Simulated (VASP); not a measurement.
# Lattice of GaN across functionals and dispersion corrections, part 3 of 3

Aim: relax GaN at several levels and hold each cell against experiment. The start is a cell from a database of measured crystal structures.

VASP 6.6.1, plane waves and PAW; the level of theory is named at each step.

So far. Step 4 (Relaxation with r2SCAN): It ends at 11.43 Å³/atom, +1.1 % from the start, with 0.02 GPa left. The conventional cell has a = 3.188 and c = 5.196 Å. Step 5 (Relaxation with PBE + D3(BJ)): It ends at 11.52 Å³/atom, +1.9 % from the start, with 0.09 GPa left. The conventional cell has a = 3.196 and c = 5.212 Å. Against plain PBE, the dispersion term moves a by -0.7 % and c by -0.6 %.

The database entry behind the starting cell differs from later determinations by our own check (about 0.3 % short, ideal inner coordinate), so it need not match the best structure at ambient conditions.

## Step 6: Relaxation with r2SCAN + rVV10

This step: r2SCAN with rVV10; plane waves and PAW (Ga_d, N) (VASP 6.6.1).

LUSE_VDW switches on a nonlocal correlation term for dispersion.

File INCAR:

```
SYSTEM = GaN
PREC = Accurate
ENCUT = 560
EDIFF = 1E-06
NELM = 100
ISMEAR = -1
SIGMA = 0.05
LREAL = .FALSE.
ALGO = Normal
METAGGA = R2SCAN
LUSE_VDW = .TRUE.
IVDW_NL = 2
BPARAM = 11.95
CPARAM = 0.0093
LASPH = .TRUE.
NBANDS = 24
LORBIT = 11
LWAVE = .FALSE.
LCHARG = .FALSE.
KPAR = 4
IBRION = 2
NSW = 60
ISIF = 3
EDIFFG = -0.01
```

File POSCAR:

```
GaN
1.0
    3.1800000000      0.0000000000      0.0000000000
   -1.5900000000      2.7539607840      0.0000000000
    0.0000000000      0.0000000000      5.1660000000
Ga N
2 2
Direct
    0.3333333333      0.6666666667      0.0000000000
    0.6666666667      0.3333333333      0.5000000000
    0.3333333333      0.6666666667      0.3750000000
    0.6666666667      0.3333333333      0.8750000000
```

File KPOINTS:

```
Automatic mesh
0
Gamma
8 8 5
0 0 0
```

Potentials, in the order of the species: Ga_d and N (PBE family, release 64).

Started as:

```
$ mpirun -np 4 vasp_std
```

What it wrote:

```text
[banner, memory and clock lines left out]
running    4 mpi-ranks, on    1 nodes
[...]
|                                                                             |
|               ----> ADVICE to this user running VASP <----                  |
|                                                                             |
|     You have switched on vdW-DFT.                                           |
|     This routine was written and supplied by Jiri Klimes. We recommend      |
|     that you carefully read and cite the following publications:            |
|       J. Klimes, D.R. Bowler, A. Michelides                                 |
|          J. Phys.: Cond Matt. 22 022201 (2010)                              |
|       J. Klimes, D.R. Bowler, A. Michelides                                 |
|          Phys. Rev. B. 83, 195131 (2011)                                    |
|     and references therein.                                                 |
|                                                                             |

[...]
Total rVV10 correction in eV:      0.9873845    38.6842476
Total rVV10 correction in eV:      0.9873845    38.6842476
Total rVV10 correction in eV:      0.9873845    38.6842476
DAV:  14    -0.428291387436E+02    0.37062E-06   -0.29359E-06  1328   0.145E-02
Total rVV10 correction in eV:      0.9873933    38.6842476
Total rVV10 correction in eV:      0.9873933    38.6842476
Total rVV10 correction in eV:      0.9873933    38.6842476
Total rVV10 correction in eV:      0.9873933    38.6842476
Total rVV10 correction in eV:      0.9873864    38.6842476
Total rVV10 correction in eV:      0.9873864    38.6842476
Total rVV10 correction in eV:      0.9873864    38.6842476
Total rVV10 correction in eV:      0.9873864    38.6842476
   1 F= -.42829139E+02 E0= -.42829139E+02  d E =-.428291E+02
[... from here on, the cycles between the ionic steps are left out ...]
   2 F= -.42829008E+02 E0= -.42829008E+02  d E =0.130422E-03
   3 F= -.42831197E+02 E0= -.42831197E+02  d E =-.205857E-02
   4 F= -.42831196E+02 E0= -.42831196E+02  d E =-.205727E-02
   5 F= -.42831223E+02 E0= -.42831223E+02  d E =-.270364E-04
 trial-energy change:   -0.000027  1 .order   -0.000019   -0.000041    0.000003
 step:   0.8728(harm=  0.8447)  dis= 0.00053  next Energy=   -42.831223 (dE=-0.271E-04)
 reached required accuracy - stopping structural energy minimisation
```

Wall time 2.6 min (4 MPI ranks of AMD EPYC 9R45, shared host); peak memory 1.2 GiB.

OUTCAR, selected parts (step 6):

```text
  Total        0.0322619      0.0322619     -0.0074767      0.0000000      0.0000000      0.0000000
  in kB        1.1378138      1.1378138     -0.2636883      0.0000000      0.0000000      0.0000000
  external PRESSURE =       0.6706464 kB  Pullay stress =       0.0000000 kB

 POSITION                                       TOTAL-FORCE (eV/Angst)
 -----------------------------------------------------------------------------------
     -0.00000      1.83649      5.18068        -0.000000      0.000000     -0.000406
      1.59045      0.91824      2.58846         0.000000      0.000000     -0.000406
     -0.00000      1.83649      1.94792        -0.000000      0.000000      0.000406
      1.59045      0.91824      4.54013        -0.000000     -0.000000      0.000406
 -----------------------------------------------------------------------------------
    total drift:                                0.000001      0.000001      0.048070

  FREE ENERGIE OF THE ION-ELECTRON SYSTEM (eV)
  ---------------------------------------------------
  free  energy   TOTEN  =       -42.8312230470 eV

  energy  without entropy=      -42.8312230470  energy(sigma->0) =      -42.83122305

[... 2 parts as in an earlier step ...]

[... 2 further parts left out ...]
[key lines of the parts left out:]
E-fermi :   6.1349
```

It ends at 11.36 Å³/atom, +0.4 % from the start, with 0.07 GPa left. The conventional cell has a = 3.181 and c = 5.184 Å. Against plain r2SCAN, the dispersion term moves a by -0.2 % and c by -0.2 %.

## Step 7: Relaxation with vdW-DF-cx

This step: vdW-DF-cx; plane waves and PAW (Ga_d, N) (VASP 6.6.1).

vdW-DF-cx takes its exchange from the same plasmon model as its correlation.

Changes to INCAR since step 6:

```diff
@@ -9,7 +9,5 @@
 ALGO = Normal
-METAGGA = R2SCAN
+GGA = CX
+AGGAC = 0
 LUSE_VDW = .TRUE.
-IVDW_NL = 2
-BPARAM = 11.95
-CPARAM = 0.0093
 LASPH = .TRUE.
```

POSCAR is that of step 6.

KPOINTS is that of step 6.

Started as:

```
$ mpirun -np 4 vasp_std
```

What it wrote:

```text
[banner, memory and clock lines left out]
running    4 mpi-ranks, on    1 nodes
[...]
[... a notice as in an earlier step ...]

 [... a notice as in an earlier step ...]

 LDA part: xc-table for (Slater+PW92), standard interpolation
 POSCAR, INCAR and KPOINTS ok, starting setup
[...]
entering main loop
       N       E                     dE             d eps       ncg     rms          rms(c)
DAV:   1     0.287818112387E+03    0.28782E+03   -0.19112E+04  1552   0.294E+03
DAV:   2     0.142519646697E+02   -0.27357E+03   -0.26166E+03  1584   0.529E+02
DAV:   3    -0.183799311353E+02   -0.32632E+02   -0.32360E+02  1736   0.147E+02
DAV:   4    -0.193998878961E+02   -0.10200E+01   -0.10179E+01  1800   0.291E+01
[...]
DAV:  13    -0.156500796777E+02   -0.16157E-05   -0.48500E-05  2064   0.885E-02    0.244E-02
DAV:  14    -0.156500767237E+02    0.29540E-05   -0.10042E-05  2032   0.350E-02    0.119E-02
DAV:  15    -0.156500765694E+02    0.15429E-06   -0.13705E-06  1200   0.872E-03
[...]
DAV:   8    -0.156508113672E+02    0.45949E-07   -0.49412E-06  1504   0.222E-02
   2 F= -.15650811E+02 E0= -.15650811E+02  d E =-.734798E-03
 trial-energy change:   -0.000735  1 .order   -0.001047   -0.016268    0.014173
 step:   0.5190(harm=  0.5344)  dis= 0.00323  next Energy=   -15.654255 (dE=-0.418E-02)
[...]
N       E                     dE             d eps       ncg     rms          rms(c)
DAV:   1    -0.156775885314E+02   -0.26777E-01   -0.54043E-01  2048   0.128E+01    0.984E-01
DAV:   2    -0.156599818173E+02    0.17607E-01   -0.62992E-02  1840   0.520E+00    0.464E-01
DAV:   3    -0.156546020025E+02    0.53798E-02   -0.11542E-02  2432   0.220E+00    0.107E-01
DAV:   4    -0.156542600908E+02    0.34191E-03   -0.27811E-03  1664   0.469E-01    0.451E-02
DAV:   5    -0.156542241634E+02    0.35927E-04   -0.15986E-04  1896   0.112E-01    0.285E-02
DAV:   6    -0.156542203339E+02    0.38296E-05   -0.20069E-05  1944   0.435E-02    0.103E-02
DAV:   7    -0.156542172549E+02    0.30790E-05   -0.13749E-05  1576   0.317E-02    0.300E-03
DAV:   8    -0.156542173374E+02   -0.82454E-07   -0.11508E-06  1024   0.110E-02
   3 F= -.15654217E+02 E0= -.15654217E+02  d E =-.414077E-02
[...]
reached required accuracy - stopping structural energy minimisation
```

Wall time 70 s (4 MPI ranks); peak memory 1.5 GiB.

Parts of OUTCAR (step 7):

```text
  Total        0.0027237      0.0027237     -0.0136841      0.0000000      0.0000000      0.0000000
  in kB        0.0955251      0.0955251     -0.4799338      0.0000000      0.0000000      0.0000000
  external PRESSURE =      -0.0962945 kB  Pullay stress =       0.0000000 kB

 POSITION                                       TOTAL-FORCE (eV/Angst)
 -----------------------------------------------------------------------------------
     -0.00000      1.83942      5.19345        -0.000000     -0.000000     -0.004765
      1.59299      0.91971      2.59509        -0.000000      0.000000     -0.004765
     -0.00000      1.83942      1.95205         0.000000      0.000000      0.004765
      1.59299      0.91971      4.55042         0.000000     -0.000000      0.004765
 -----------------------------------------------------------------------------------
    total drift:                               -0.000000     -0.000000     -0.000825

  FREE ENERGIE OF THE ION-ELECTRON SYSTEM (eV)
  ---------------------------------------------------
  free  energy   TOTEN  =       -15.6542173374 eV

  energy  without entropy=      -15.6542173372  energy(sigma->0) =      -15.65421734

[... 2 parts as in an earlier step ...]

[... 2 further parts left out ...]
[key lines of the parts left out:]
E-fermi :   6.1568
```

It ends at 11.42 Å³/atom, +1.0 % from the start, with -0.01 GPa left. The conventional cell has a = 3.186 and c = 5.197 Å.

## Step 8: Relaxation with rev-vdW-DF2

This step: rev-vdW-DF2; plane waves and PAW (Ga_d, N) (VASP 6.6.1).

rev-vdW-DF2 revises the exchange of vdW-DF2 for solids.

Changes to INCAR since step 7:

```diff
@@ -9,5 +9,8 @@
 ALGO = Normal
-GGA = CX
+GGA = MK
 AGGAC = 0
 LUSE_VDW = .TRUE.
+PARAM1 = 0.1234
+PARAM2 = 0.711357
+ZAB_VDW = -1.8867
 LASPH = .TRUE.
```

POSCAR is that of step 7.

KPOINTS is that of step 7.

Started as:

```
$ mpirun -np 4 vasp_std
```

What it wrote:

```text
[... set-up lines as in an earlier step ...]
 entering main loop
       N       E                     dE             d eps       ncg     rms          rms(c)
DAV:   1     0.288719579728E+03    0.28872E+03   -0.19134E+04  1552   0.294E+03
DAV:   2     0.135923754742E+02   -0.27513E+03   -0.26314E+03  1584   0.531E+02
DAV:   3    -0.193118501840E+02   -0.32904E+02   -0.32630E+02  1712   0.147E+02
DAV:   4    -0.203675517466E+02   -0.10557E+01   -0.10534E+01  1816   0.296E+01
[...]
DAV:  12    -0.162920278311E+02   -0.11811E-04   -0.12220E-04  1608   0.794E-02    0.140E-02
DAV:  13    -0.162920267599E+02    0.10712E-05   -0.20091E-05  1776   0.742E-02    0.835E-03
DAV:  14    -0.162920266751E+02    0.84790E-07   -0.39328E-06  1664   0.257E-02
   1 F= -.16292027E+02 E0= -.16292027E+02  d E =-.162920E+02
[...]
N       E                     dE             d eps       ncg     rms          rms(c)
DAV:   1    -0.168154899698E+02   -0.52346E+00   -0.88126E+00  1784   0.639E+01    0.446E+00
[...]
DAV:   9    -0.162955373785E+02    0.59012E-07   -0.10635E-06  1024   0.112E-02
   2 F= -.16295537E+02 E0= -.16295537E+02  d E =-.351070E-02
 trial-energy change:   -0.003511  1 .order   -0.005232   -0.060543    0.050079
 step:   0.5240(harm=  0.5473)  dis= 0.00322  next Energy=   -16.307642 (dE=-0.156E-01)
[...]
N       E                     dE             d eps       ncg     rms          rms(c)
DAV:   1    -0.164291932978E+02   -0.13366E+00   -0.19123E+00  1832   0.282E+01    0.218E+00
DAV:   2    -0.163358546077E+02    0.93339E-01   -0.25229E-01  1856   0.116E+01    0.102E+00
DAV:   3    -0.163097494116E+02    0.26105E-01   -0.49685E-02  2240   0.487E+00    0.222E-01
DAV:   4    -0.163088150836E+02    0.93433E-03   -0.10661E-02  1496   0.842E-01    0.157E-01
DAV:   5    -0.163077211874E+02    0.10939E-02   -0.87025E-04  2160   0.287E-01    0.559E-02
DAV:   6    -0.163075643118E+02    0.15688E-03   -0.23824E-04  1704   0.203E-01    0.209E-02
DAV:   7    -0.163075633001E+02    0.10117E-05   -0.10179E-05  1960   0.330E-02    0.104E-02
DAV:   8    -0.163075627856E+02    0.51446E-06   -0.18226E-06   952   0.168E-02
   3 F= -.16307563E+02 E0= -.16307563E+02  d E =-.155361E-01
[...]
reached required accuracy - stopping structural energy minimisation
```

Run time: 67 s. Hardware: 4 MPI ranks; peak memory 1.5 GiB.

Parts of OUTCAR (step 8):

```text
  Total       -0.0219370     -0.0219370     -0.0374847      0.0000000      0.0000000      0.0000000
  in kB       -0.7592072     -0.7592072     -1.2972879      0.0000000      0.0000000      0.0000000
  external PRESSURE =      -0.9385674 kB  Pullay stress =       0.0000000 kB

 POSITION                                       TOTAL-FORCE (eV/Angst)
 -----------------------------------------------------------------------------------
     -0.00000      1.84747      5.21727        -0.000000      0.000000     -0.002052
      1.59996      0.92374      2.60698         0.000000     -0.000000     -0.002052
     -0.00000      1.84747      1.96103        -0.000000      0.000000      0.002052
      1.59996      0.92374      4.57133         0.000000     -0.000000      0.002052
 -----------------------------------------------------------------------------------
    total drift:                               -0.000000      0.000000      0.000896

  FREE ENERGIE OF THE ION-ELECTRON SYSTEM (eV)
  ---------------------------------------------------
  free  energy   TOTEN  =       -16.3075627856 eV

  energy  without entropy=      -16.3075627853  energy(sigma->0) =      -16.30756279

[... 2 parts as in an earlier step ...]

[... 2 further parts left out ...]
[key lines of the parts left out:]
E-fermi :   5.9759
```

It ends at 11.57 Å³/atom, +2.3 % from the start, with -0.09 GPa left. The conventional cell has a = 3.200 and c = 5.221 Å.

## Step 9: Relaxation with RPBE

This step: RPBE; plane waves and PAW (Ga_d, N) (VASP 6.6.1).

RPBE by itself binds more weakly than PBE and expands cells.

Changes to INCAR since step 8:

```diff
@@ -9,9 +9,3 @@
 ALGO = Normal
-GGA = MK
-AGGAC = 0
-LUSE_VDW = .TRUE.
-PARAM1 = 0.1234
-PARAM2 = 0.711357
-ZAB_VDW = -1.8867
-LASPH = .TRUE.
+GGA = RP
 NBANDS = 24
```

POSCAR is that of step 8.

KPOINTS is that of step 8.

Started as:

```
$ mpirun -np 4 vasp_std
```

What it wrote:

```text
[banner, memory and clock lines left out]
running    4 mpi-ranks, on    1 nodes
[...]
[... a notice as in an earlier step ...]

 LDA part: xc-table for (Slater+PW92), standard interpolation
 POSCAR, INCAR and KPOINTS ok, starting setup
[...]
entering main loop
       N       E                     dE             d eps       ncg     rms          rms(c)
DAV:   1     0.281433694348E+03    0.28143E+03   -0.19126E+04  1560   0.294E+03
DAV:   2     0.702505592188E+01   -0.27441E+03   -0.26228E+03  1592   0.530E+02
DAV:   3    -0.255315660616E+02   -0.32557E+02   -0.32289E+02  1728   0.147E+02
DAV:   4    -0.265541142151E+02   -0.10225E+01   -0.10205E+01  1800   0.292E+01
[...]
DAV:  12    -0.225907949538E+02   -0.15516E-04   -0.13668E-04  1592   0.107E-01    0.174E-02
DAV:  13    -0.225908020549E+02   -0.71011E-05   -0.41812E-05  2000   0.800E-02    0.651E-03
DAV:  14    -0.225908029307E+02   -0.87577E-06   -0.90563E-06  1712   0.237E-02
   1 F= -.22590803E+02 E0= -.22590803E+02  d E =-.225908E+02
[... from here on, the cycles between the ionic steps are left out ...]
   2 F= -.22627313E+02 E0= -.22627313E+02  d E =-.365102E-01
   3 F= -.22685967E+02 E0= -.22685967E+02  d E =-.951643E-01
   4 F= -.22685949E+02 E0= -.22685949E+02  d E =-.951457E-01
   5 F= -.22685994E+02 E0= -.22685994E+02  d E =-.453823E-04
   6 F= -.22686005E+02 E0= -.22686005E+02  d E =-.563873E-04
   7 F= -.22686014E+02 E0= -.22686014E+02  d E =-.923594E-05
   8 F= -.22686026E+02 E0= -.22686026E+02  d E =-.207040E-04
   9 F= -.22686022E+02 E0= -.22686022E+02  d E =-.168287E-04
  10 F= -.22686025E+02 E0= -.22686025E+02  d E =-.196727E-04
[...]
reached required accuracy - stopping structural energy minimisation
```

Elapsed: 34 s, on 4 MPI ranks; peak memory 0.75 GiB; 2.2 min of CPU time.

From OUTCAR (step 9):

```text
  Total        0.0217936      0.0217936      0.0136693      0.0000000      0.0000000      0.0000000
  in kB        0.7258468      0.7258468      0.4552620      0.0000000      0.0000000      0.0000000
  external PRESSURE =       0.6356519 kB  Pullay stress =       0.0000000 kB

 POSITION                                       TOTAL-FORCE (eV/Angst)
 -----------------------------------------------------------------------------------
     -0.00000      1.87223      5.27737         0.000000      0.000000     -0.000434
      1.62140      0.93612      2.63622        -0.000000      0.000000     -0.000434
     -0.00000      1.87223      1.98579        -0.000000     -0.000000      0.000434
      1.62140      0.93612      4.62694        -0.000000     -0.000000      0.000434
 -----------------------------------------------------------------------------------
    total drift:                                0.000000      0.000001     -0.002566

  FREE ENERGIE OF THE ION-ELECTRON SYSTEM (eV)
  ---------------------------------------------------
  free  energy   TOTEN  =       -22.6860247206 eV

  energy  without entropy=      -22.6860247187  energy(sigma->0) =      -22.68602472

[... 2 parts as in an earlier step ...]

[... 2 further parts left out ...]
[key lines of the parts left out:]
E-fermi :   5.7557
```

It ends at 12.03 Å³/atom, +6.3 % from the start, with 0.06 GPa left. The conventional cell has a = 3.243 and c = 5.282 Å.

## Step 10: The cells as a table

This step: relaxed cells at several levels; plane waves and PAW (VASP 6.6.1).

No new run; the numbers come from the runs before.

Lengths are those of the conventional cell; cost is the wall time of each run, as given at its step, times its ranks, without the set-up around it. Results by level, by row:

```csv
level,volume (Å³/atom),change from the start (%),a (Å),c (Å),cost (core minutes)
LDA,11.08,-2,3.154,5.144,0.96
PBE,11.75,3.9,3.218,5.244,1.4
r2SCAN,11.43,1.1,3.188,5.196,6.67
PBE + D3(BJ),11.52,1.9,3.196,5.212,1.03
r2SCAN + rVV10,11.36,0.4,3.181,5.184,10.4
vdW-DF-cx,11.42,1,3.186,5.197,4.67
rev-vdW-DF2,11.57,2.3,3.2,5.221,4.47
RPBE,12.03,6.3,3.243,5.282,2.27
```

## Step 11: Summary of results

| Item | Value |
| --- | --- |
| volume, LDA | 11.08 Å³/atom |
| volume, PBE | 11.75 Å³/atom |
| volume, r2SCAN | 11.43 Å³/atom |
| volume, PBE + D3(BJ) | 11.52 Å³/atom |
| volume, r2SCAN + rVV10 | 11.36 Å³/atom |
| volume, vdW-DF-cx | 11.42 Å³/atom |
| volume, rev-vdW-DF2 | 11.57 Å³/atom |
| volume, RPBE | 12.03 Å³/atom |

**Reading.** For GaN the levels give volumes between 11.08 Å³/atom (LDA) and 12.03 Å³/atom (RPBE), a spread of 8.5 %, while the cost of the finished runs spans a factor of 11. Within 1 % of experiment on every length: r2SCAN, PBE + D3(BJ), r2SCAN + rVV10, vdW-DF-cx and rev-vdW-DF2. The nearest, r2SCAN, took 6.5 times the core time of PBE + D3(BJ) and lowers the largest miss from 0.50 to 0.19 %. Thermal and zero-point expansion, often some tenths of a per cent in length, bear on this order: with the measured lengths lowered by an assumed 0.4 % the nearest becomes r2SCAN + rVV10. The costs hold the number of ionic steps as well as the price of the functional. The closing table has room for seven levels; rev-vdW-DF2 stands in the table of levels alone. Adding D3(BJ) to PBE changes the volume by -2.0 % (a by -0.7 % and c by -0.6 %). Adding rVV10 to r2SCAN changes the volume by -0.7 % (a by -0.2 % and c by -0.2 %). Within 0.02 Å all end in space group P6_3mc; the runs can't lower the symmetry of the start. Each is a single relaxation on the plane waves of the start cell, so larger changes of volume carry a basis-set error that was not tested here.

Comparison with the measured values:

```
              quantity  measured             LDA             PBE          r2SCAN    PBE + D3(BJ)  r2SCAN + rVV10       vdW-DF-cx            RPBE
lattice constant a (Å)     3.189  3.154 (-1.1 %)  3.218 (+0.9 %)  3.188 (-0.0 %)  3.196 (+0.2 %)  3.181 (-0.3 %)  3.186 (-0.1 %)  3.243 (+1.7 %)
lattice constant c (Å)     5.186  5.144 (-0.8 %)  5.244 (+1.1 %)  5.196 (+0.2 %)  5.212 (+0.5 %)  5.184 (-0.0 %)  5.197 (+0.2 %)  5.282 (+1.9 %)
```

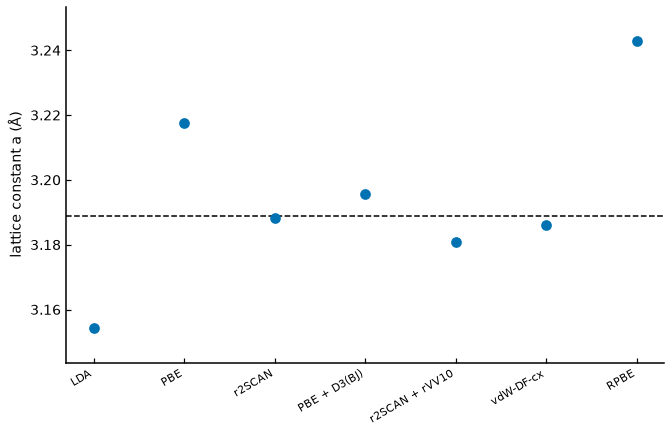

The lattice constant a by level; the dashed line is the measured value.

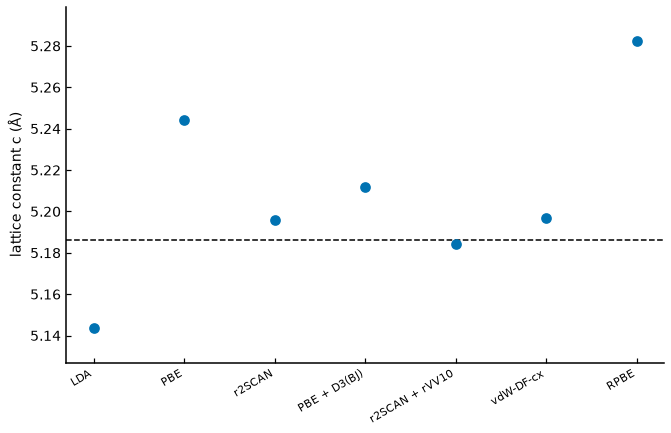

The lattice constant c by level; the dashed line is the measured value.

Measured values from arxiv:1710.05670 (2017).

Verdict: For the lattice constant a, of the levels listed nearest comes r2SCAN (-0.0 %, good agreement) and farthest RPBE (+1.7 %, a clear miss). For the lattice constant c, of the levels listed nearest comes r2SCAN + rVV10 (-0.0 %, good agreement) and farthest RPBE (+1.9 %, fair agreement). The grades are ours: good and fair within 0.7 and 1.5 % for the lattice constant a and 0.8 and 2 % for the lattice constant c. For lattice constants the calculation has a static lattice, without zero-point motion or thermal expansion.

[Lines on the potential files, build, host, timing and source positions are cut from VASP's logs without a mark.]

[Logs are printed without paths, hosts, clocks, repeated set-up lines and the standing remarks that a program may print on its own settings, such as how far it seeks lower states.]

[Hosts, paths, dates, database ids (printed as entryN), source tags and the programs' standing remarks are cut or masked in the printed files.]

[Measured values are set beside computed ones only where the two were judged alike; some that the calculation misses by far are left out.]
